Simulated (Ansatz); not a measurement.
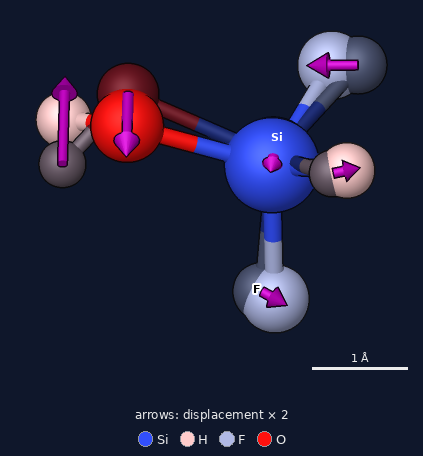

A relaxation of SiH$_{2}$OF$_{2}$. The starting structure is drawn faded, the final one solid; purple arrows show the displacements, 2 times their true length. The two geometries are superimposed by the best rigid fit.

A ball-and-stick model, seen face on.

The run prepares the start of a later molecular dynamics calculation, from a guessed geometry.

Method: RKS r2SCAN/6-31G* (Ansatz).

The input:
```yaml
crystal:
  periodic: [false, false, false]
  atoms:
    - { symbol: Si, position_ang: [0.0, 0.0, 0.0] }
    - { symbol: H, position_ang: [0.0, 0.0, 1.46] }
    - { symbol: F, position_ang: [1.4994, 0.0, -0.5295] }
    - { symbol: O, position_ang: [-0.7913, 1.3709, -0.5594] }
    - { symbol: H, position_ang: [-1.7491, 1.1401, -0.7818] }
    - { symbol: F, position_ang: [-0.7489, -1.2974, -0.5295] }
basis:
  gaussian: { orbitals: "6-31G*" }
hamiltonian:
  xc: r2scan
relax:
  f_tol: 0.02
  max_steps: 40
```

Command:
```bash
ansatz run input.yaml --threads 2 --pin off --max-ram 3072MiB --backend cpu --events-out ev --progress --plain --runs-dir out
```

> What happened in the run?

The largest move after the best rigid fit is that of H5, 0.60 Å. By element the largest moves are H 0.60 Å, O 0.45 Å, F 0.28 Å, Si 0.12 Å. Among the contacts that change: Si1–O4 1.679 → 1.632 Å, O4–H5 1.010 → 0.967 Å, Si1–F3 1.590 → 1.598 Å, Si1–H2 1.460 → 1.467 Å. Bond angles that change, for instance: Si1–O4–H5 109.5° → 118.7°, F3–Si1–F6 109.5° → 105.4°. Groups turn about Si1–O4 by about 80°. The energy falls by 0.151 eV in 9 geometry steps. The largest force component goes from 1.7 to 0.013 eV/Å. The run took 14 s on 2 threads of Intel(R) Xeon(R) Platinum 8259CL CPU @ 2.50GHz (Skylake/Cascade Lake), on a shared host, peak memory 0.16 GiB.
